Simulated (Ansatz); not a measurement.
Consider Cl3FHf···H2.

Input file:

```
crystal:
  periodic: [false, false, false]
  atoms:
    - { symbol: Hf, position_ang: [-0.065189, -0.119179, 0.011602] }
    - { symbol: Cl, position_ang: [-0.131397, -0.249496, 2.477621] }
    - { symbol: Cl, position_ang: [2.08859, -0.250026, -0.88144] }
    - { symbol: Cl, position_ang: [-1.206902, 1.729175, -0.846197] }
    - { symbol: F, position_ang: [-0.975645, -1.640613, -0.645205] }
    - { symbol: H, position_ang: [1.451227, 2.261358, 1.15743] }
    - { symbol: H, position_ang: [1.159715, 1.821282, 1.646789] }
basis:
  gaussian: { orbitals: def2-SVP }
hamiltonian:
  xc: r2scan
  dispersion: d4
relax:
  f_tol: 0.03
  max_steps: 50
output:
  orbitals: {}
```

Command:

```sh
ansatz run input.yaml --threads 4 --pin off --max-ram 5120MiB --backend cpu --events-out ev --progress --plain --runs-dir out
```

The fields are those of the run's last geometry, not of the input's.

Core potentials replace the inner electrons of Hf.

These are results of RKS r2SCAN-D4/def2-SVP in Ansatz, not measurements.

What will maps of the electron density and electron localisation function show?

Answer. Hf1···H7 (2.68 Å): the density falls to about 0.08 e/Å³ on the way; the ELF dips to about 0 between them.
Hf–F (1.89 Å): ρ is about 0.94 e/Å³ halfway; the ELF peaks at about 0.85 in the valence shell of F, 0.5 Å from its nucleus, and drops to about 0.20 between the two atoms.
Hf–Cl (2.35 Å): the density is about 0.57 e/Å³ at the midpoint; the ELF peaks at about 0.85 in the valence shell of Cl, 0.9 Å from its nucleus, and is about 0.35 at the midpoint.
H–H (0.76 Å): the density is about 1.7 e/Å³ at the midpoint; the ELF peaks at about 1 between the atoms.

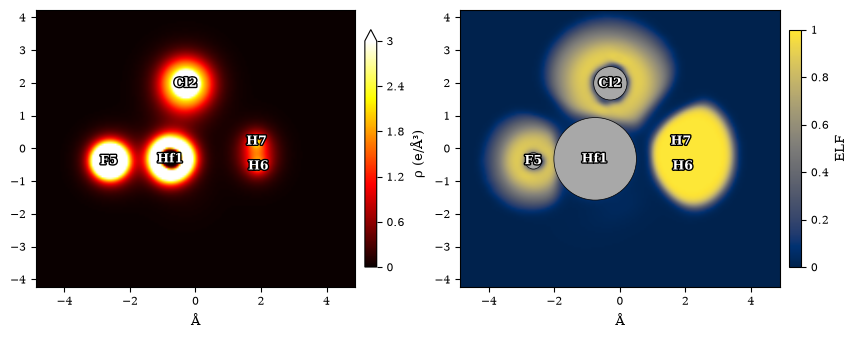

Computed electron density and electron localisation function on the plane of atoms Cl2, Hf1 and F5, in this order. Grey discs cover the atomic cores in the ELF map. 
